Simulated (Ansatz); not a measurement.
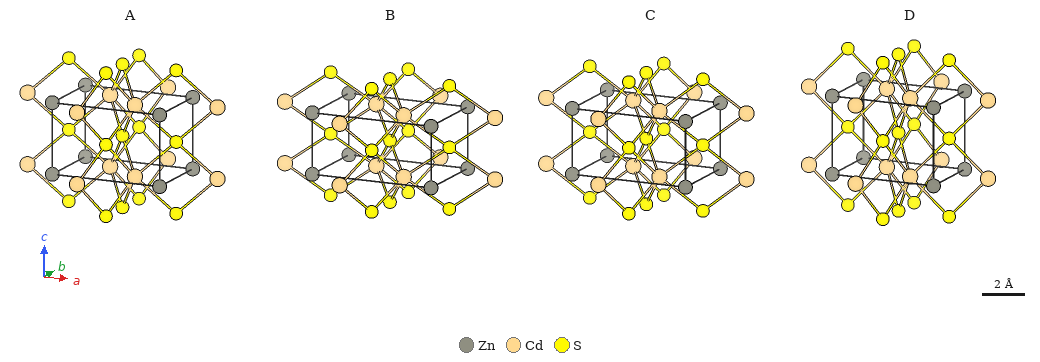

4 geometries from one relaxation of solid ZnCd2S3 (a generated structure, set up in P6/mmm), in shuffled order. The picture is a ball-and-stick view of the cell of the calculation, seen slightly off an axis.

Computed with DFT PBE, scalar-relativistic, plane waves, PAW in Ansatz 0.2.0. Settings: plane-wave cutoff 420 eV; k-point mesh 6 × 6 × 10; occupations gaussian; smearing width 0.1 eV; no spin polarisation; cell and atoms relaxed; force threshold 0.01 eV/Å; at most 80 steps.

### Put them in the order of the run, from the start to the converged end.

D, A, C, B. They are steps 0, 4, 6, 14, at +0.284 eV per cell of the calculation, +0.221 eV per cell of the calculation, +0.102 eV per cell of the calculation relative to the last. The energy falls by 0.284 eV per cell of the calculation in 11 accepted moves (14 points after the start). All forces vanish by symmetry, so only the cell relaxes. Pressure: 0.19 GPa at the start and 0.01 GPa at the end. The line search rejected the trial step at point 12 of the run. At 2 points the geometry stayed and the basis and grid were re-selected for the new cell (energy shift of 34.5 meV per cell of the calculation at most each time). The atoms keep their places relative to the cell (all moves are under 0.005 Å). Cell: a = b 6.643 → 7.796 Å (+17.3 %), c 3.783 → 2.976 Å (−21.3 %). Volume +8.4 %. Among the contacts that change: Cd–S 2.693 → 2.698 Å. Among the angles between lasting bonds that change: S–Cd–S 89.2° → 67.0°, Cd–S–Cd 90.8° → 113.0°, Cd–S–Cd 89.2° → 67.0°. The space group stays P6/mmm (No. 191).
